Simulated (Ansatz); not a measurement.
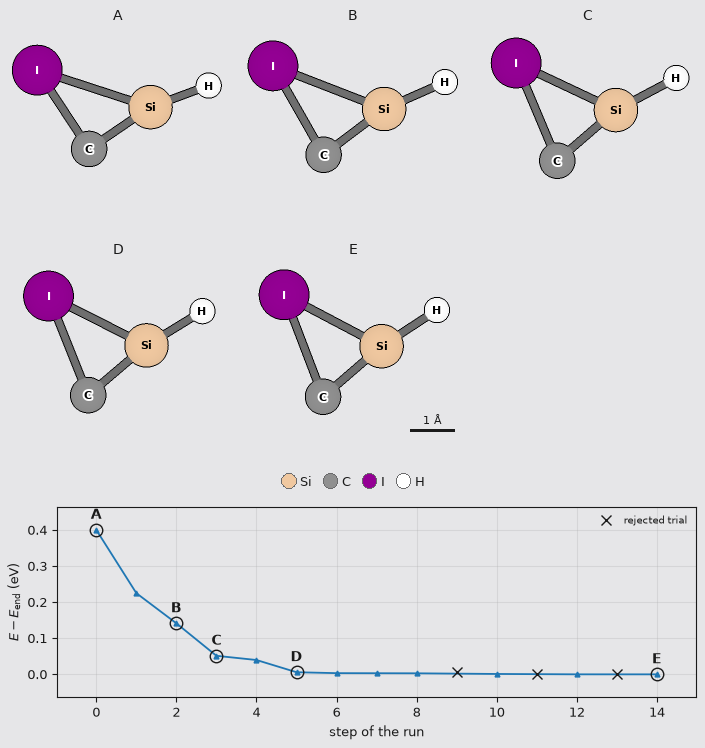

Frames of a relaxation of CHISi, marked on the history of the run. A ball-and-stick model, seen face on.

It is one of the separated reactants of a reaction.

Method: Ansatz, RKS PBE-D4/def2-SVP. Settings: force threshold 0.03 eV/Å; at most 250 steps.

### Describe the path.

After 11 accepted moves (14 points after the start) the energy has fallen by 0.400 eV. Largest force component: 1.6 eV/Å at the start, 0.025 eV/Å at the end. The line search rejected the trial steps at points 9, 11, 13 of the run. The forces were under the threshold at step 7, but the run went on from there. The largest move after the best rigid fit is that of the I atom, 0.35 Å. Largest moves by element: I 0.35 Å, C 0.32 Å, H 0.27 Å, Si 0.15 Å. Among the contacts that change: C–I 2.174 → 2.515 Å, I–Si 2.746 → 2.540 Å, H–Si 1.420 → 1.513 Å, C–Si 1.702 → 1.770 Å. Among the angles between lasting bonds that change: I–Si–H 141.2° → 119.0°, Si–C–I 89.4° → 70.3°, C–Si–I 52.3° → 68.7°. From step 0 to 2: the C atom moves most (0.13 Å), energy −0.259 eV. From step 2 to 3: the I atom moves most (0.20 Å), energy −0.090 eV. From step 3 to 5: the H atom moves most (0.09 Å), energy −0.046 eV. From step 5 to 14: the Si atom moves most (0.15 Å), energy −0.006 eV.
